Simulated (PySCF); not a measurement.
# GaNH6 (SMILES [NH3+][GaH3-]) at mPWPW91/6-311G(d)

What is the electrostatic solvation energy at fixed shape (C-PCM, aniline) of GaNH6 at mPWPW91/6-311G*? The job is set up through a Python script.

The calculation is run with PySCF 2.14.0.

6 further runs of the same task are left out: 3 that didn't finish, 3 set aside as unsound or not needed.

### Step 1. The structure to begin with

GaNH6 has 8 atoms, charge 0, and is taken as a singlet. SMILES: `[NH3+][GaH3-]`. The coordinates come from a PBE0-D4/def2-TZVP relaxation.

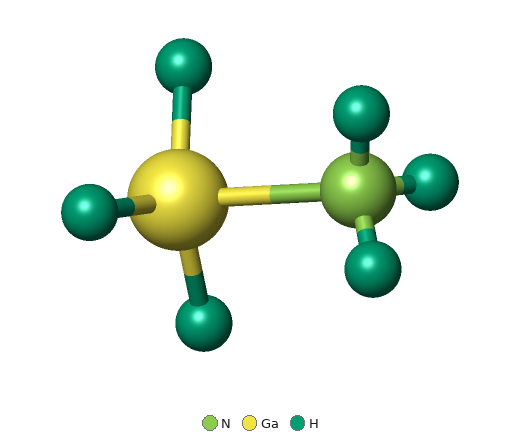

The structure, seen from a chosen angle (nitrogen green, gallium yellow, hydrogen teal).

### Step 2. Energy and forces at mPWPW91/6-311G(d)

input.py

```python
import pyscf.grad
from pyscf import gto, dft

mol = gto.M(
    atom='''
N   -0.313300  -0.153600  -0.970200
Ga   0.367200   0.153200   1.047500
H   -0.334500   0.723200  -1.478000
H   -1.247400  -0.546600  -0.977000
H    0.302300  -0.790400  -1.462500
H   -0.755200   1.164500   1.515600
H    1.800200   0.736200   0.718800
H    0.273000  -1.343500   1.550100
''',
    max_memory=1860,
    basis='6-311g*',
    verbose=4,
    charge=0,
)

mf = dft.RKS(mol)
mf.xc = 'mpw91,pw91'
mf.kernel()

etot = mf.e_tot
print('E(%s) = %.9f' % ('MPWPW91', etot))
grad = mf.Gradients().kernel()
```

The run is started by

```console
$ OMP_NUM_THREADS=1 python input.py
```

Log:

```text
PySCF version 2.14.0

[INPUT] num. atoms = 8
[INPUT] num. electrons = 44
[INPUT] charge = 0
[INPUT] spin (= nelec alpha-beta = 2S) = 0
[INPUT] symmetry False subgroup None
[INPUT] Mole.unit = angstrom
[INPUT] Symbol           X                Y                Z      unit          X                Y                Z       unit  Magmom
[INPUT]  1 N     -0.313300000000  -0.153600000000  -0.970200000000 AA   -0.592051194826  -0.290261932733  -1.833412286053 Bohr   0.0
[INPUT]  2 Ga     0.367200000000   0.153200000000   1.047500000000 AA    0.693907432940   0.289506042283   1.979488115482 Bohr   0.0
[INPUT]  3 H     -0.334500000000   0.723200000000  -1.478000000000 AA   -0.632113388667   1.366649933285  -2.793015212107 Bohr   0.0
[INPUT]  4 H     -1.247400000000  -0.546600000000  -0.977000000000 AA   -2.357244367782  -1.032924299687  -1.846262423700 Bohr   0.0
[INPUT]  5 H      0.302300000000  -0.790400000000  -1.462500000000 AA    0.571264207456  -1.493639528856  -2.763724457176 Bohr   0.0
[INPUT]  6 H     -0.755200000000   1.164500000000   1.515600000000 AA   -1.427121169272   2.200586072056   2.864068914391 Bohr   0.0
[INPUT]  7 H      1.800200000000   0.736200000000   0.718800000000 AA    3.401884969442   1.391216372905   1.358335138337 Bohr   0.0
[INPUT]  8 H      0.273000000000  -1.343500000000   1.550100000000 AA    0.515895232006  -2.538847048353   2.929264465688 Bohr   0.0

nuclear repulsion = 120.724137279835
number of shells = 44
number of NR pGTOs = 145
number of NR cGTOs = 80
basis = 6-311g*
ecp = {}

******** <class 'pyscf.dft.rks.RKS'> ********
method = RKS
initial guess = minao
damping factor = 0
level_shift factor = 0
DIIS = <class 'pyscf.scf.diis.CDIIS'>
diis_start_cycle = 1
diis_space = 8
diis_damp = 0
SCF conv_tol = 1e-09
SCF conv_tol_grad = None
SCF max_cycles = 50
direct_scf = True
direct_scf_tol = 1e-13
XC library pyscf.dft.libxc version 7.0.0
    S. Lehtola, C. Steigemann, M. J.T. Oliveira, and M. A.L. Marques.,  SoftwareX 7, 1–5 (2018)
XC functionals = mpw91,pw91
    J. P. Perdew. In P. Ziesche and H. Eschrig, editors, Proceedings of the 75. WE-Heraeus-Seminar and 21st Annual International Symposium on Electronic Structure of Solids, 11. Berlin, 1991. Akademie Verlag.
    J. P. Perdew, J. A. Chevary, S. H. Vosko, K. A. Jackson, M. R. Pederson, D. J. Singh, and C. Fiolhais.,  Phys. Rev. B 46, 6671 (1992)
    J. P. Perdew, J. A. Chevary, S. H. Vosko, K. A. Jackson, M. R. Pederson, D. J. Singh, and C. Fiolhais.,  Phys. Rev. B 48, 4978 (1993)
radial grids:
    Treutler-Ahlrichs [JCP 102, 346 (1995); DOI:10.1063/1.469408] (M4) radial grids

becke partition: Becke, JCP 88, 2547 (1988); DOI:10.1063/1.454033
pruning grids: <function nwchem_prune>
grids dens level: 3
symmetrized grids: False
atomic radii adjust function: <function treutler_atomic_radii_adjust>
small_rho_cutoff = 0
Set gradient conv threshold to 3.16228e-05
Initial guess from minao.
tot grids = 93656
init E= -1981.64279976798
  HOMO = -0.300993375452766  LUMO = -0.0499583072609634  gap/eV = 6.83101
cycle= 1 E= -1983.26127008382  delta_E= -1.62  |g|= 1.86  |ddm|= 1.91
  HOMO = -0.215101725047001  LUMO = -0.0295731749144443  gap/eV = 5.04849
cycle= 2 E= -1983.06991616199  delta_E= 0.191  |g|= 2.01  |ddm|= 1.08
  HOMO = -0.212006344940476  LUMO = -0.042708753451385  gap/eV = 4.60682
cycle= 3 E= -1983.35507456881  delta_E= -0.285  |g|= 0.61  |ddm|= 0.911
  HOMO = -0.238813237525195  LUMO = -0.0363925672745344  gap/eV = 5.50815
cycle= 4 E= -1983.38846772181  delta_E= -0.0334  |g|= 0.0603  |ddm|= 0.286
  HOMO = -0.231923384191032  LUMO = -0.0383867577583554  gap/eV = 5.26640
cycle= 5 E= -1983.38919874304  delta_E= -0.000731  |g|= 0.0325  |ddm|= 0.0653
  HOMO = -0.229981095559093  LUMO = -0.0373110297505329  gap/eV = 5.24282
cycle= 6 E= -1983.38939410774  delta_E= -0.000195  |g|= 0.00552  |ddm|= 0.0218
  HOMO = -0.230914131078347  LUMO = -0.0374131762967493  gap/eV = 5.26543
cycle= 7 E= -1983.38940103047  delta_E= -6.92e-06  |g|= 0.000489  |ddm|= 0.00703
  HOMO = -0.230952494296614  LUMO = -0.0373932139802375  gap/eV = 5.26702
cycle= 8 E= -1983.38940112461  delta_E= -9.41e-08  |g|= 0.000158  |ddm|= 0.000933
  HOMO = -0.230939534282699  LUMO = -0.0374009021209508  gap/eV = 5.26645
cycle= 9 E= -1983.38940112924  delta_E= -4.63e-09  |g|= 1.04e-05  |ddm|= 0.000155
  HOMO = -0.23093827515547  LUMO = -0.0374000756918839  gap/eV = 5.26644
cycle= 10 E= -1983.38940112927  delta_E= -3.27e-11  |g|= 8.81e-07  |ddm|= 1.37e-05
  HOMO = -0.230938029808399  LUMO = -0.0373999662656856  gap/eV = 5.26644
Extra cycle  E= -1983.38940112929  delta_E= -1.73e-11  |g|= 8.99e-07  |ddm|= 1.85e-06
converged SCF energy = -1983.38940112929
E(MPWPW91) = -1983.389401129

******** <class 'pyscf.grad.rks.Gradients'> for <class 'pyscf.dft.rks.RKS'> ********
unit = Eh/Bohr
grid_response = False
--------------- RKS gradients ---------------
         x                y                z
0 N    -0.0016492291    -0.0008563598    -0.0050955478
1 Ga    -0.0006254492    -0.0002855373    -0.0018981262
2 H     0.0002825703    -0.0053237370     0.0036184878
3 H     0.0059375310     0.0025041367     0.0005296798
4 H    -0.0036839615     0.0040688907     0.0035729514
5 H     0.0009237877    -0.0008557024    -0.0004570703
6 H    -0.0012376916    -0.0005096150     0.0002121747
7 H     0.0000524775     0.0012485731    -0.0004857756
----------------------------------------------
```

Run time: 21 s. Hardware: 1 thread of AMD EPYC (Zen 3), shared host; peak memory 0.77 GiB.

### Step 3. Energy and gradient at mPWPW91/6-311G(d) (C-PCM aniline)

job.py

```python
from pyscf import gto, dft, solvent

mol = gto.M(
    atom='''
N       -0.313300      -0.153600      -0.970200
Ga       0.367200       0.153200       1.047500
H       -0.334500       0.723200      -1.478000
H       -1.247400      -0.546600      -0.977000
H        0.302300      -0.790400      -1.462500
H       -0.755200       1.164500       1.515600
H        1.800200       0.736200       0.718800
H        0.273000      -1.343500       1.550100
''',
    verbose=4,
    spin=0,
    max_memory=1860,
    basis='6-311g*',
    charge=0,
)

myscf = dft.RKS(mol)
myscf.xc = 'mpw91,pw91'
myscf = myscf.PCM()
myscf.with_solvent.method = 'C-PCM'
myscf.with_solvent.eps = 6.8882  # aniline
myscf.kernel()

e_final = myscf.e_tot
print(f'total energy: {e_final:.8f} hartree')
grad = myscf.nuc_grad_method().kernel()
```

The run is started by

```console
$ OMP_NUM_THREADS=1 python job.py
```

Log:

```text
PySCF version 2.14.0

[INPUT] num. atoms = 8
[INPUT] num. electrons = 44
[INPUT] charge = 0
[INPUT] spin (= nelec alpha-beta = 2S) = 0
[INPUT] symmetry False subgroup None
[INPUT] Mole.unit = angstrom
[INPUT] Symbol           X                Y                Z      unit          X                Y                Z       unit  Magmom
[INPUT]  1 N     -0.313300000000  -0.153600000000  -0.970200000000 AA   -0.592051194826  -0.290261932733  -1.833412286053 Bohr   0.0
[INPUT]  2 Ga     0.367200000000   0.153200000000   1.047500000000 AA    0.693907432940   0.289506042283   1.979488115482 Bohr   0.0
[INPUT]  3 H     -0.334500000000   0.723200000000  -1.478000000000 AA   -0.632113388667   1.366649933285  -2.793015212107 Bohr   0.0
[INPUT]  4 H     -1.247400000000  -0.546600000000  -0.977000000000 AA   -2.357244367782  -1.032924299687  -1.846262423700 Bohr   0.0
[INPUT]  5 H      0.302300000000  -0.790400000000  -1.462500000000 AA    0.571264207456  -1.493639528856  -2.763724457176 Bohr   0.0
[INPUT]  6 H     -0.755200000000   1.164500000000   1.515600000000 AA   -1.427121169272   2.200586072056   2.864068914391 Bohr   0.0
[INPUT]  7 H      1.800200000000   0.736200000000   0.718800000000 AA    3.401884969442   1.391216372905   1.358335138337 Bohr   0.0
[INPUT]  8 H      0.273000000000  -1.343500000000   1.550100000000 AA    0.515895232006  -2.538847048353   2.929264465688 Bohr   0.0

nuclear repulsion = 120.724137279835
number of shells = 44
number of NR pGTOs = 145
number of NR cGTOs = 80
basis = 6-311g*
ecp = {}

******** <class 'pyscf.solvent._attach_solvent.PCMRKS'> ********
method = PCMRKS
initial guess = minao
damping factor = 0
level_shift factor = 0
DIIS = <class 'pyscf.scf.diis.CDIIS'>
diis_start_cycle = 1
diis_space = 8
diis_damp = 0
SCF conv_tol = 1e-09
SCF conv_tol_grad = None
SCF max_cycles = 50
direct_scf = True
direct_scf_tol = 1e-13
XC library pyscf.dft.libxc version 7.0.0
    S. Lehtola, C. Steigemann, M. J.T. Oliveira, and M. A.L. Marques.,  SoftwareX 7, 1–5 (2018)
XC functionals = mpw91,pw91
    J. P. Perdew. In P. Ziesche and H. Eschrig, editors, Proceedings of the 75. WE-Heraeus-Seminar and 21st Annual International Symposium on Electronic Structure of Solids, 11. Berlin, 1991. Akademie Verlag.
    J. P. Perdew, J. A. Chevary, S. H. Vosko, K. A. Jackson, M. R. Pederson, D. J. Singh, and C. Fiolhais.,  Phys. Rev. B 46, 6671 (1992)
    J. P. Perdew, J. A. Chevary, S. H. Vosko, K. A. Jackson, M. R. Pederson, D. J. Singh, and C. Fiolhais.,  Phys. Rev. B 48, 4978 (1993)
radial grids:
    Treutler-Ahlrichs [JCP 102, 346 (1995); DOI:10.1063/1.469408] (M4) radial grids

becke partition: Becke, JCP 88, 2547 (1988); DOI:10.1063/1.454033
pruning grids: <function nwchem_prune>
grids dens level: 3
symmetrized grids: False
atomic radii adjust function: <function treutler_atomic_radii_adjust>
small_rho_cutoff = 0
******** <class 'pyscf.solvent.pcm.PCM'> (In testing) ********

WARN: PCM is an experimental feature. It is still in testing.
Features and APIs may be changed in the future.

lebedev_order = 29 (302 grids per sphere)
eps = 6.8882
frozen = False
Set gradient conv threshold to 3.16228e-05
Initial guess from minao.
tot grids = 93656
PCM E_diel = -0.000465389280976139
Solvent Energy = -0.000465389280976139
init E= -1981.64326515726
  HOMO = -0.289591442052854  LUMO = -0.0401815602234209  gap/eV = 6.78679
PCM E_diel = -0.0211310049916937
Solvent Energy = -0.0211310049916937
cycle= 1 E= -1983.28275726834  delta_E= -1.64  |g|= 1.86  |ddm|= 1.91
  HOMO = -0.239358227456269  LUMO = -0.01417141888213  gap/eV = 6.12765
PCM E_diel = -0.0210567620790846
Solvent Energy = -0.0210567620790846
cycle= 2 E= -1983.07863269227  delta_E= 0.204  |g|= 2.02  |ddm|= 1.05
  HOMO = -0.228888599929876  LUMO = -0.0199969975076155  gap/eV = 5.68423
PCM E_diel = -0.0173796904625279
Solvent Energy = -0.0173796904625279
cycle= 3 E= -1983.36952651998  delta_E= -0.291  |g|= 0.615  |ddm|= 0.921
  HOMO = -0.250540086470093  LUMO = -0.0208827223237587  gap/eV = 6.24930
PCM E_diel = -0.0192503786704886
Solvent Energy = -0.0192503786704886
cycle= 4 E= -1983.40444290395  delta_E= -0.0349  |g|= 0.0731  |ddm|= 0.287
  HOMO = -0.246696113343167  LUMO = -0.0213930076941143  gap/eV = 6.13081
PCM E_diel = -0.0185603979038686
Solvent Energy = -0.0185603979038686
cycle= 5 E= -1983.4054043238  delta_E= -0.000961  |g|= 0.0326  |ddm|= 0.0627
  HOMO = -0.244717924870877  LUMO = -0.0201622153564552  gap/eV = 6.11047
PCM E_diel = -0.0186361176055394
Solvent Energy = -0.0186361176055394
cycle= 6 E= -1983.40559662849  delta_E= -0.000192  |g|= 0.00527  |ddm|= 0.0233
  HOMO = -0.245401069727216  LUMO = -0.0204366137627711  gap/eV = 6.12159
PCM E_diel = -0.018652040688168
Solvent Energy = -0.018652040688168
cycle= 7 E= -1983.40560219218  delta_E= -5.56e-06  |g|= 0.000395  |ddm|= 0.00624
  HOMO = -0.245441551339883  LUMO = -0.0204329504573084  gap/eV = 6.12280
PCM E_diel = -0.0186576626497027
Solvent Energy = -0.0186576626497027
cycle= 8 E= -1983.40560224243  delta_E= -5.02e-08  |g|= 8.09e-05  |ddm|= 0.000596
  HOMO = -0.245426241512096  LUMO = -0.0204312643718466  gap/eV = 6.12243
PCM E_diel = -0.01865605245018
Solvent Energy = -0.01865605245018
cycle= 9 E= -1983.405602244  delta_E= -1.57e-09  |g|= 2.23e-06  |ddm|= 7.9e-05
  HOMO = -0.245425955387933  LUMO = -0.0204310345956707  gap/eV = 6.12242
PCM E_diel = -0.0186560719769196
Solvent Energy = -0.0186560719769196
cycle= 10 E= -1983.40560224399  delta_E= 5.46e-12  |g|= 2.94e-07  |ddm|= 2.71e-06
  HOMO = -0.245425947740083  LUMO = -0.0204310546574015  gap/eV = 6.12242
PCM E_diel = -0.0186560645388953
Solvent Energy = -0.0186560645388953
Extra cycle  E= -1983.405602244  delta_E= -1.46e-11  |g|= 4.87e-07  |ddm|= 6.11e-07
converged SCF energy = -1983.405602244
total energy: -1983.40560224 hartree

******** <class 'pyscf.solvent.grad.pcm.PCMGradients'> for <class 'pyscf.solvent._attach_solvent.PCMRKS'> ********
unit = Eh/Bohr
grid_response = False
--------------- PCMRKS (+PCM) gradients ---------------
         x                y                z
0 N    -0.0045874210    -0.0022056739    -0.0138755166
1 Ga     0.0037977651     0.0017106213     0.0112781562
2 H     0.0006318011    -0.0050114581     0.0045688781
3 H     0.0061103343     0.0026045336     0.0016053494
4 H    -0.0032393569     0.0041223589     0.0045271603
5 H     0.0005005910    -0.0015434125    -0.0030033850
6 H    -0.0025166626    -0.0010640071    -0.0020719430
7 H    -0.0006972506     0.0013774047    -0.0030321328
----------------------------------------------
```

Wall time 63 s (1 thread of AMD EPYC (Zen 3), shared host); peak memory 0.82 GiB.

### Step 4. Outcome

At mPWPW91/6-311G*:

```
                                        quantity           value
                         gas phase: total energy  -1983.38940 Eh
                        gas phase: dipole moment          5.26 D
                          gas phase: HOMO energy        -6.28 eV
                          gas phase: LUMO energy        -1.02 eV
                        gas phase: HOMO–LUMO gap         5.27 eV
             gas phase: largest force on an atom      0.337 eV/Å
                    C-PCM, aniline: total energy  -1983.40560 Eh
                   C-PCM, aniline: dipole moment          6.28 D
                     C-PCM, aniline: HOMO energy        -6.68 eV
                     C-PCM, aniline: LUMO energy        -0.56 eV
                   C-PCM, aniline: HOMO–LUMO gap         6.12 eV
      C-PCM, aniline: solvent term in the energy    -49.0 kJ/mol
        C-PCM, aniline: largest force on an atom      0.760 eV/Å
energy change from gas to solvent at fixed shape       -0.441 eV
```

In words: The solvent model (C-PCM, aniline) lowers the energy by 0.44 eV (−42.5 kJ/mol) at the same shape. It holds the electrostatic part alone, without cavity or dispersion terms. The largest force (C-PCM, aniline) is 0.76 eV/Å: the shape isn't a stationary point for this species at this level. The largest force (gas phase) is 0.34 eV/Å: the shape isn't a stationary point for this species at this level.
